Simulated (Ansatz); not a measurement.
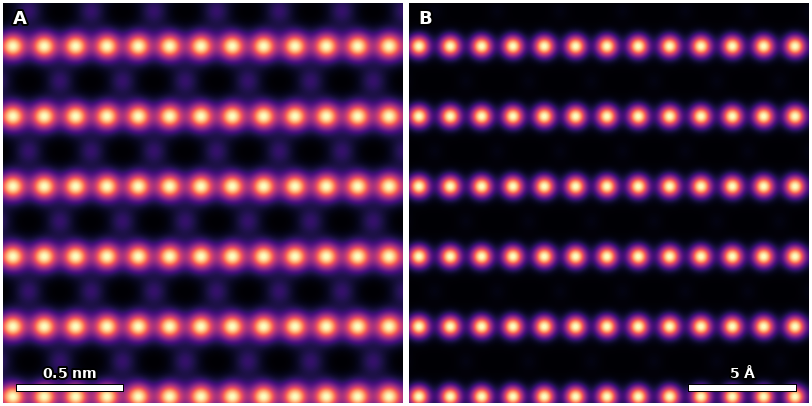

Two simulated images of the same area of Hg4S (Im-3m, No. 229) along [210], with a probe of 0.81 Å. One is incoherent Z contrast (Z^1.7 per atom), the other the projected potential of neutral atoms blurred by the probe (iDPC-like, thin sample). Brightness is counted from the darkest point of the image. Model: the end point of a relaxation with Ansatz, DFT PBE, scalar-relativistic, plane waves, PAW; the starting structure was generated, so it need not be a known form of this composition.

Q: Which panel is which, and how can one tell?

B is the Z-contrast image and A the potential image. The columns of 1 S per repeat reach about 3 % of the brightest peak (2 Hg) in B but about 18 % in A, mainly since the potential grows much more slowly with atomic number. The S columns show clearly in A alone.
